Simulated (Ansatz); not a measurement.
Geometry relaxation, with input and output: SiH$_{3}$Cl$_{3}$O (part 1 of 2)

The run: geometry relaxation of SiH$_{3}$Cl$_{3}$O. Method and program: RKS PBE0-D4/def2-TZVP (Ansatz 0.2.0).

The geometry is a transition state displaced along its imaginary mode. The reaction was set up to form Si1–O7 and H2–H6 and to break Si1–H2 and H6–O7 (atoms counted from 1 in the order of the input); sticks are drawn by distance alone. Figures and captions count atoms from 1; the log counts them from 0 in places.

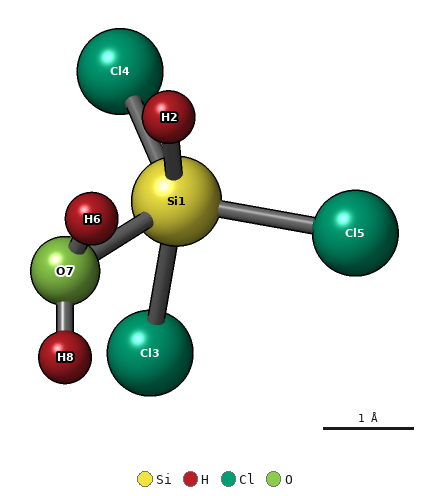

The input geometry (ball-and-stick view, seen at a tilt; atoms are numbered from 1 in the order of the input). Bond lengths as drawn: Cl–Si 2.04 to 2.15 Å, H–O 0.86 to 0.99 Å, H–Si 1.51 Å and O–Si 1.87 Å.

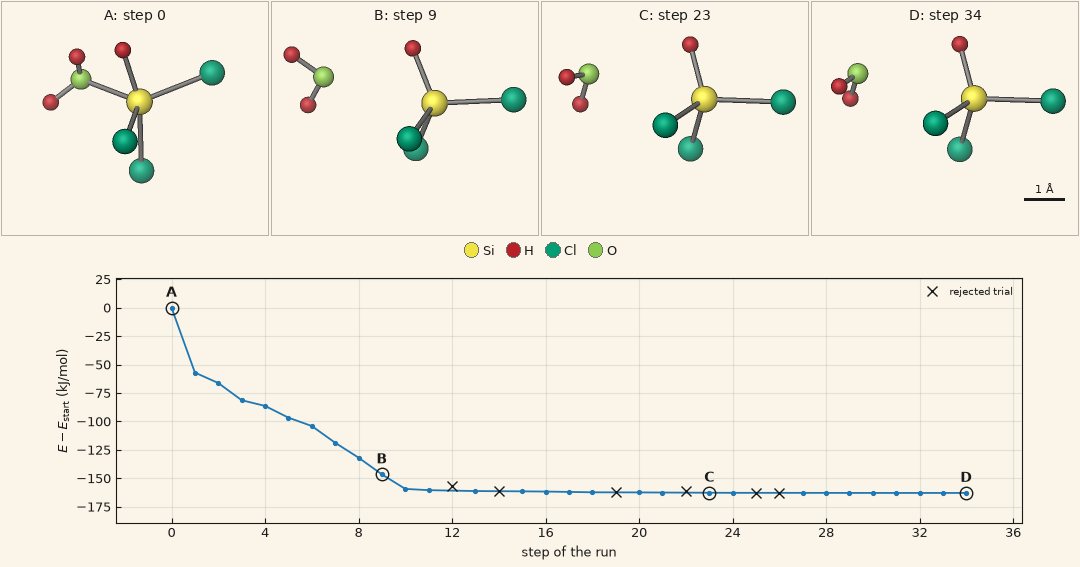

Frames of the relaxation (ball-and-stick view, seen at a tilt) above the curves, on which the letters mark them (the first geometry is step 0 here and step 1 in the log).

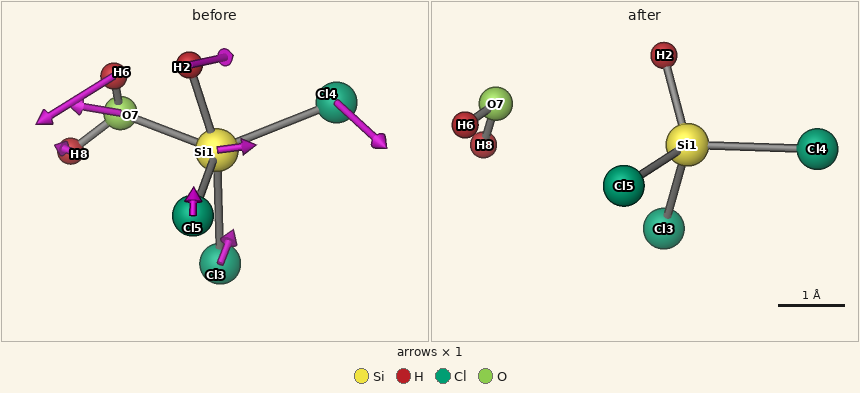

Before (left) and after (right) the relaxation, at one scale (ball-and-stick view, seen at a tilt). The pink arrows give the displacements, at true length. The energy falls by 162.8 kJ/mol in 34 geometry steps. The largest force component goes from 6.6 to 0.0002 eV/Å. The line search rejected the trial steps at points 12, 14, 19, 22, 25, 26 (counted from 0) and went back. H6 moves most after the best rigid fit: 1.48 Å. Largest moves by element: H 1.48 Å, Cl 1.37 Å, O 0.90 Å, Si 0.63 Å. Distances before and after: Si1–O7 1.867 → 3.091 Å, Si1–Cl3 2.155 → 2.038 Å, H6–O7 0.864 → 0.960 Å, Si1–H2 1.511 → 1.463 Å. Bonds break: Si1–O7 (1.87 → 3.09 Å). Among the angles that change: H2–Si1–Cl3 162.0° → 111.6°, H2–Si1–Cl5 91.1° → 111.6°, H2–Si1–Cl4 92.3° → 108.6°. (Atoms are counted from 1 in the order of the input.)

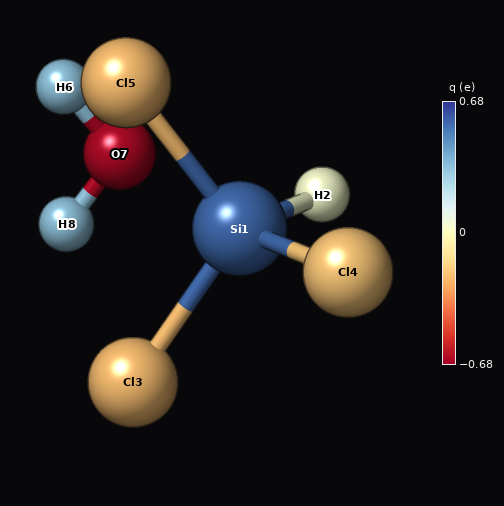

Mulliken charges, as the colour of each atom (ball-and-stick view, seen at a tilt; atoms are numbered from 1 in the order of the input). By element: Si +0.56, H +0.04 to +0.33, Cl −0.21 to −0.19 and O −0.65 e.

These pictures come from the run below.

## The input
```yaml
crystal:
  periodic: [false, false, false]
  atoms:
    - {symbol: Si, position_ang: [-0.397687, 0.325914, -0.291294]}
    - {symbol: H, position_ang: [-0.463908, 0.809580, 1.138389]}
    - {symbol: Cl, position_ang: [0.101473, -0.820768, -2.045911]}
    - {symbol: Cl, position_ang: [-2.419784, 0.111265, -0.397159]}
    - {symbol: Cl, position_ang: [0.565087, 2.049137, -0.871866]}
    - {symbol: H, position_ang: [0.534605, -0.319975, 1.330324]}
    - {symbol: O, position_ang: [0.591056, -0.908805, 0.699910]}
    - {symbol: H, position_ang: [1.489157, -1.246348, 0.437606]}
basis:
  gaussian: {orbitals: def2-TZVP}
hamiltonian: {xc: pbe0, dispersion: d4}
relax: {f_tol: 0.005, max_steps: 200}
```

Command:
```bash
ansatz run in.yaml --threads 8 --pin off --events-out ev --progress --plain --max-ram 19148MiB
```

## Log
```
Functional definition: PBE0
  name "PBE0"
  cite "Adamo & Barone, J. Chem. Phys. 110, 6158 (1999) doi:10.1063/1.478522"
  cite "Perdew, Burke & Ernzerhof, Phys. Rev. Lett. 77, 3865 (1996) doi:10.1103/PhysRevLett.77.3865"
  parent pbe
  parameter a = 0.25
  parameter kappa = 0.804
  parameter beta = 0.06672455060314922
  exchange = (1 - a)*pbe_x(kappa = kappa, mu = beta*pi^2/3) + a*exact_x
  correlation = pbe_c(beta = beta)
1355 factors; their error is unknown
mean field evaluation 1: about -47525.2325 eV, gradient 4.6e1 eV
mean field evaluation 2: about -47522.9977 eV, gradient 5.9e1 eV
mean field evaluation 4: about -47528.5495 eV, gradient 1.6e0 eV
mean field evaluation 8: about -47528.5539 eV, gradient 3.7e-2 eV
mean field evaluation 16: about -47528.7002 eV, gradient 7.4e-5 eV
mean field -47528.70020008 eV, -1746.6475162429 hartree, gradient 7.4e-5 eV, S^2 0.000000; 0 other end points of the search recorded, 0 dependent functions left out
the calculation of the forces begins
reference -47528.70022880 eV, -1746.6475172984 hartree; 38, 38 occupied and 159, 159 virtual orbitals, 1355 factors
relax step   1: F+E_penalty+E_count = -47528.93445903 eV  Δ(F+E_penalty+E_count) = +0.000e0 eV  max|allowed force component| = 6.551e0 eV/Å  Δτ_max = 0.0000 Å  (27 SCF iters, accepted)
these checks for a lower state are left out or cut short: starts, cluster_reference, orbital_swaps, neighbouring_geometries, increment
1355 factors; their error is unknown
mean field -47529.29234195 eV, -1746.6692770551 hartree, gradient 1.3e-5 eV, S^2 0.000000; 0 other end points of the search recorded, 0 dependent functions left out
[... from here on the field's lines of each further geometry are left out, up to the last ...]
relax step   2: F+E_penalty+E_count = -47529.52538532 eV  Δ(F+E_penalty+E_count) = -5.909e-1 eV  max|allowed force component| = 9.602e-1 eV/Å  Δτ_max = 0.1932 Å  (29 SCF iters, accepted)
relax step   3: F+E_penalty+E_count = -47529.62039438 eV  Δ(F+E_penalty+E_count) = -9.501e-2 eV  max|allowed force component| = 9.104e-1 eV/Å  Δτ_max = 0.2000 Å  (28 SCF iters, accepted)
relax step   4: F+E_penalty+E_count = -47529.77704507 eV  Δ(F+E_penalty+E_count) = -1.567e-1 eV  max|allowed force component| = 9.450e-1 eV/Å  Δτ_max = 0.1437 Å  (29 SCF iters, accepted)
relax step   5: F+E_penalty+E_count = -47529.82889661 eV  Δ(F+E_penalty+E_count) = -5.185e-2 eV  max|allowed force component| = 8.891e-1 eV/Å  Δτ_max = 0.1049 Å  (29 SCF iters, accepted)
relax step   6: F+E_penalty+E_count = -47529.93596499 eV  Δ(F+E_penalty+E_count) = -1.071e-1 eV  max|allowed force component| = 6.178e-1 eV/Å  Δτ_max = 0.1998 Å  (29 SCF iters, accepted)
relax step   7: F+E_penalty+E_count = -47530.01212812 eV  Δ(F+E_penalty+E_count) = -7.616e-2 eV  max|allowed force component| = 1.113e0 eV/Å  Δτ_max = 0.1964 Å  (30 SCF iters, accepted)
relax step   8: F+E_penalty+E_count = -47530.16461842 eV  Δ(F+E_penalty+E_count) = -1.525e-1 eV  max|allowed force component| = 1.685e0 eV/Å  Δτ_max = 0.1931 Å  (30 SCF iters, accepted)
relax step   9: F+E_penalty+E_count = -47530.30032859 eV  Δ(F+E_penalty+E_count) = -1.357e-1 eV  max|allowed force component| = 2.225e0 eV/Å  Δτ_max = 0.1919 Å  (28 SCF iters, accepted)
relax step  10: F+E_penalty+E_count = -47530.45320841 eV  Δ(F+E_penalty+E_count) = -1.529e-1 eV  max|allowed force component| = 2.237e0 eV/Å  Δτ_max = 0.1912 Å  (29 SCF iters, accepted)
relax step  11: F+E_penalty+E_count = -47530.58516288 eV  Δ(F+E_penalty+E_count) = -1.320e-1 eV  max|allowed force component| = 4.533e-1 eV/Å  Δτ_max = 0.1998 Å  (29 SCF iters, accepted)
relax step  12: F+E_penalty+E_count = -47530.59656406 eV  Δ(F+E_penalty+E_count) = -1.140e-2 eV  max|allowed force component| = 2.946e-1 eV/Å  Δτ_max = 0.1079 Å  (30 SCF iters, accepted)
relax step  13: F+E_penalty+E_count = -47530.55555380 eV  Δ(F+E_penalty+E_count) = +4.101e-2 eV  max|allowed force component| = 1.565e0 eV/Å  Δτ_max = 0.1964 Å  (36 SCF iters, rejected (line search))
relax step  14: F+E_penalty+E_count = -47530.60474855 eV  Δ(F+E_penalty+E_count) = -8.184e-3 eV  max|allowed force component| = 1.313e-1 eV/Å  Δτ_max = 0.0982 Å  (29 SCF iters, accepted)
relax step  15: F+E_penalty+E_count = -47530.60288744 eV  Δ(F+E_penalty+E_count) = +1.861e-3 eV  max|allowed force component| = 6.078e-1 eV/Å  Δτ_max = 0.0979 Å  (30 SCF iters, rejected (line search))
relax step  16: F+E_penalty+E_count = -47530.60730403 eV  Δ(F+E_penalty+E_count) = -2.555e-3 eV  max|allowed force component| = 9.258e-2 eV/Å  Δτ_max = 0.0487 Å  (30 SCF iters, accepted)
relax step  17: F+E_penalty+E_count = -47530.60930295 eV  Δ(F+E_penalty+E_count) = -1.999e-3 eV  max|allowed force component| = 1.311e-1 eV/Å  Δτ_max = 0.0487 Å  (30 SCF iters, accepted)
relax step  18: F+E_penalty+E_count = -47530.61253902 eV  Δ(F+E_penalty+E_count) = -3.236e-3 eV  max|allowed force component| = 7.206e-2 eV/Å  Δτ_max = 0.0750 Å  (30 SCF iters, accepted)
relax step  19: F+E_penalty+E_count = -47530.61613186 eV  Δ(F+E_penalty+E_count) = -3.593e-3 eV  max|allowed force component| = 5.024e-2 eV/Å  Δτ_max = 0.1125 Å  (30 SCF iters, accepted)
relax step  20: F+E_penalty+E_count = -47530.61560049 eV  Δ(F+E_penalty+E_count) = +5.314e-4 eV  max|allowed force component| = 2.686e-1 eV/Å  Δτ_max = 0.0727 Å  (30 SCF iters, rejected (line search))
relax step  21: F+E_penalty+E_count = -47530.61712872 eV  Δ(F+E_penalty+E_count) = -9.969e-4 eV  max|allowed force component| = 3.606e-2 eV/Å  Δτ_max = 0.0364 Å  (30 SCF iters, accepted)
relax step  22: F+E_penalty+E_count = -47530.61817507 eV  Δ(F+E_penalty+E_count) = -1.046e-3 eV  max|allowed force component| = 1.987e-1 eV/Å  Δτ_max = 0.0817 Å  (30 SCF iters, accepted)
relax step  23: F+E_penalty+E_count = -47530.60517147 eV  Δ(F+E_penalty+E_count) = +1.300e-2 eV  max|allowed force component| = 7.693e-1 eV/Å  Δτ_max = 0.1236 Å  (28 SCF iters, rejected (line search))
relax step  24: F+E_penalty+E_count = -47530.62008465 eV  Δ(F+E_penalty+E_count) = -1.910e-3 eV  max|allowed force component| = 2.262e-2 eV/Å  Δτ_max = 0.0618 Å  (30 SCF iters, accepted)
relax step  25: F+E_penalty+E_count = -47530.62093067 eV  Δ(F+E_penalty+E_count) = -8.460e-4 eV  max|allowed force component| = 1.964e-2 eV/Å  Δτ_max = 0.0632 Å  (30 SCF iters, accepted)
relax step  26: F+E_penalty+E_count = -47530.61921964 eV  Δ(F+E_penalty+E_count) = +1.711e-3 eV  max|allowed force component| = 2.844e-1 eV/Å  Δτ_max = 0.0926 Å  (30 SCF iters, rejected (line search))
relax step  27: F+E_penalty+E_count = -47530.62063235 eV  Δ(F+E_penalty+E_count) = +2.983e-4 eV  max|allowed force component| = 6.031e-2 eV/Å  Δτ_max = 0.0463 Å  (30 SCF iters, rejected (line search))
relax step  28: F+E_penalty+E_count = -47530.62122137 eV  Δ(F+E_penalty+E_count) = -2.907e-4 eV  max|allowed force component| = 7.717e-3 eV/Å  Δτ_max = 0.0226 Å  (31 SCF iters, accepted)
relax step  29: F+E_penalty+E_count = -47530.62142611 eV  Δ(F+E_penalty+E_count) = -2.047e-4 eV  max|allowed force component| = 8.144e-2 eV/Å  Δτ_max = 0.0463 Å  (30 SCF iters, accepted)
relax step  30: F+E_penalty+E_count = -47530.62166312 eV  Δ(F+E_penalty+E_count) = -2.370e-4 eV  max|allowed force component| = 6.528e-2 eV/Å  Δτ_max = 0.0247 Å  (31 SCF iters, accepted)
relax step  31: F+E_penalty+E_count = -47530.62188496 eV  Δ(F+E_penalty+E_count) = -2.218e-4 eV  max|allowed force component| = 1.707e-3 eV/Å  Δτ_max = 0.0182 Å  (30 SCF iters, accepted)
relax step  32: F+E_penalty+E_count = -47530.62195270 eV  Δ(F+E_penalty+E_count) = -6.774e-5 eV  max|allowed force component| = 1.333e-2 eV/Å  Δτ_max = 0.0225 Å  (31 SCF iters, accepted)
relax step  33: F+E_penalty+E_count = -47530.62197179 eV  Δ(F+E_penalty+E_count) = -1.909e-5 eV  max|allowed force component| = 2.510e-2 eV/Å  Δτ_max = 0.0234 Å  (31 SCF iters, accepted)
relax step  34: F+E_penalty+E_count = -47530.62198285 eV  Δ(F+E_penalty+E_count) = -1.106e-5 eV  max|allowed force component| = 1.144e-2 eV/Å  Δτ_max = 0.0021 Å  (33 SCF iters, accepted)
the calculation of the forces begins
reference -47530.40325018 eV, -1746.7101021797 hartree; 38, 38 occupied and 159, 159 virtual orbitals, 1355 factors
relax step  35: F+E_penalty+E_count = -47530.62198864 eV  Δ(F+E_penalty+E_count) = -5.785e-6 eV  max|allowed force component| = 2.034e-4 eV/Å  Δτ_max = 0.0014 Å  (33 SCF iters, accepted)
1355 factors; their error is unknown
mean field -47530.40321960 eV, -1746.7101010559 hartree, gradient 1.2e-5 eV, S^2 0.000000; 1 other end points of the search recorded, 0 dependent functions left out
the calculation of the forces begins
reference -47530.40325018 eV, -1746.7101021797 hartree; 38, 38 occupied and 159, 159 virtual orbitals, 1355 factors
Total energy: -47530.62201922 eV, -1746.7181417935 hartree
Atom 0 at    -0.963952     0.448837    -0.494976 Å, force     0.000203    -0.000125    -0.000001 eV/Å
Atom 1 at    -1.299631    -0.014650     0.851505 Å, force     0.000038    -0.000002     0.000063 eV/Å
Atom 2 at    -0.325853    -1.082008    -1.679420 Å, force    -0.000081     0.000203     0.000016 eV/Å
Atom 3 at    -2.641045     1.228660    -1.352469 Å, force    -0.000068     0.000007    -0.000114 eV/Å
Atom 4 at     0.443993     1.921773    -0.453639 Å, force    -0.000089    -0.000010    -0.000000 eV/Å
Atom 5 at     1.939928    -0.150929     1.230291 Å, force    -0.000093    -0.000001    -0.000086 eV/Å
Atom 6 at     1.257525    -0.826764     1.234454 Å, force     0.000162     0.000012     0.000008 eV/Å
Atom 7 at     1.589034    -1.524919     0.664253 Å, force    -0.000072    -0.000084     0.000115 eV/Å
Dipole moment:     0.383407    -0.126626     0.072135 e Å
```

## Trajectory as extended XYZ (Å, eV, eV/Å), 35 frames, from step=1 to step=35
```
8
Properties=species:S:1:pos:R:3:forces:R:3 step=1 energy=-47528.93446
Si   -0.3977    0.3259   -0.2913   -0.3509   0.3853  -0.9897
H    -0.4639    0.8096    1.1384   -0.2974   0.2803   0.0625
Cl    0.1015   -0.8208   -2.0459   -0.0494   0.1720   0.4964
Cl   -2.4198    0.1113   -0.3972   -0.4344  -0.0388  -0.2377
Cl    0.5651    2.0491   -0.8719    0.0747   0.1887  -0.2177
H     0.5346   -0.3200    1.3303    0.5238   4.5858   6.5514
O     0.5911   -0.9088    0.6999    1.6778  -6.0542  -6.0230
H     1.4892   -1.2463    0.4376   -1.1442   0.4808   0.3579
8
Properties=species:S:1:pos:R:3:forces:R:3 step=2 energy=-47529.52539
Si   -0.4135    0.3631   -0.2435   -0.5091   0.2085  -0.9602
H    -0.5732    0.8968    1.1685    0.2230  -0.3411  -0.1242
Cl    0.1247   -0.8181   -1.9383    0.0575  -0.0933  -0.1673
Cl   -2.4488    0.1130   -0.5026   -0.0186   0.1063   0.0439
Cl    0.5397    2.0731   -0.9259   -0.0509   0.0494   0.1112
H     0.6865   -0.3553    1.4444    0.8248  -0.4077   0.7256
O     0.6293   -0.9398    0.6773    0.0172   0.0038   0.0964
H     1.4553   -1.3328    0.3201   -0.5441   0.4740   0.2747
8
Properties=species:S:1:pos:R:3:forces:R:3 step=3 energy=-47529.62039
Si   -0.4527    0.3554   -0.3052   -0.1574   0.3715   0.0045
H    -0.4880    0.7218    1.1225   -0.7892   0.7903   0.2674
Cl    0.1171   -0.8484   -1.9400    0.0715  -0.2101   0.0833
Cl   -2.4844    0.2286   -0.5766   -0.1735   0.0101  -0.0734
Cl    0.4650    2.0866   -0.9439    0.0478   0.1623  -0.0566
H     0.7962   -0.4018    1.5861    0.2670  -0.4863  -0.5398
O     0.6343   -0.8652    0.7394    0.9104  -0.6687  -0.0915
H     1.4125   -1.2771    0.3178   -0.1767   0.0309   0.4060
8
Properties=species:S:1:pos:R:3:forces:R:3 step=4 energy=-47529.77705
Si   -0.4656    0.3803   -0.2939   -0.1849   0.2923   0.0856
H    -0.6000    0.8117    1.1259   -0.1601   0.0440  -0.0044
Cl    0.1485   -0.8743   -1.8916   -0.0192  -0.0085   0.0424
Cl   -2.4981    0.2327   -0.6214   -0.0398  -0.0033  -0.1127
Cl    0.4383    2.1283   -0.9296    0.0283  -0.0393  -0.0988
H     0.9332   -0.4270    1.5805   -0.0272  -0.7260  -0.9450
O     0.6658   -0.8788    0.7420    0.6682   0.1421   0.6506
H     1.3779   -1.3729    0.2881   -0.2652   0.2987   0.3823
8
Properties=species:S:1:pos:R:3:forces:R:3 step=5 energy=-47529.82890
Si   -0.4878    0.4013   -0.2858   -0.1656   0.2436  -0.0676
H    -0.6492    0.8249    1.1316   -0.0518  -0.0699  -0.0532
Cl    0.1394   -0.8768   -1.8606   -0.0141  -0.0443   0.0499
Cl   -2.5143    0.2588   -0.6741   -0.0136   0.0335  -0.0419
Cl    0.4214    2.1343   -0.9557    0.0037  -0.0478   0.0077
H     1.0128   -0.4896    1.6081   -0.1685  -0.5086  -0.8891
O     0.6965   -0.8720    0.7563    0.6831   0.1063   0.6807
H     1.3811   -1.3809    0.2802   -0.2730   0.2871   0.3135
8
Properties=species:S:1:pos:R:3:forces:R:3 step=6 energy=-47529.93596
Si   -0.5670    0.4271   -0.3124   -0.1208   0.0901  -0.3092
H    -0.7358    0.7367    1.1167   -0.0865  -0.1174   0.0346
Cl    0.0816   -0.9376   -1.7889   -0.1700   0.0630   0.1193
Cl   -2.5808    0.4043   -0.7938    0.0463   0.0871  -0.0632
Cl    0.4081    2.1277   -0.9438   -0.0108  -0.0422   0.0302
H     1.1582   -0.5438    1.6378   -0.1466  -0.1909  -0.4985
O     0.7850   -0.8623    0.7960    0.6178  -0.0368   0.4821
H     1.4506   -1.3519    0.2882   -0.1294   0.1471   0.2046
8
Properties=species:S:1:pos:R:3:forces:R:3 step=7 energy=-47530.01213
Si   -0.6291    0.4594   -0.3271   -0.3649   0.1499  -0.7900
H    -0.8260    0.7085    1.1045    0.0397  -0.2908   0.0470
Cl    0.0229   -0.9587   -1.7393   -0.1544   0.0820   0.3189
Cl   -2.6250    0.5066   -0.9146    0.1797   0.1207   0.0785
Cl    0.3667    2.1400   -0.9655    0.0032  -0.0588   0.1265
H     1.3201   -0.6394    1.6946   -0.5900  -0.1487  -0.9911
O     0.8728   -0.8517    0.8404    1.0835   0.0037   1.1129
H     1.4976   -1.3646    0.3070   -0.1966   0.1420   0.0973
8
Properties=species:S:1:pos:R:3:forces:R:3 step=8 energy=-47530.16462
Si   -0.7143    0.4912   -0.3810   -0.5524   0.2584  -0.8491
H    -0.8952    0.6228    1.0660    0.0832  -0.3816  -0.0035
Cl   -0.0568   -0.9876   -1.6869   -0.1360   0.0733   0.3515
Cl   -2.6841    0.6471   -1.0332    0.2623   0.1036   0.1386
Cl    0.3254    2.1558   -0.9622    0.0343  -0.0505   0.1132
H     1.4650   -0.6909    1.7493   -0.9311  -0.1773  -1.4494
O     0.9758   -0.8578    0.8931    1.4137   0.0748   1.6852
H     1.5841   -1.3805    0.3550   -0.1738   0.0993   0.0134
```
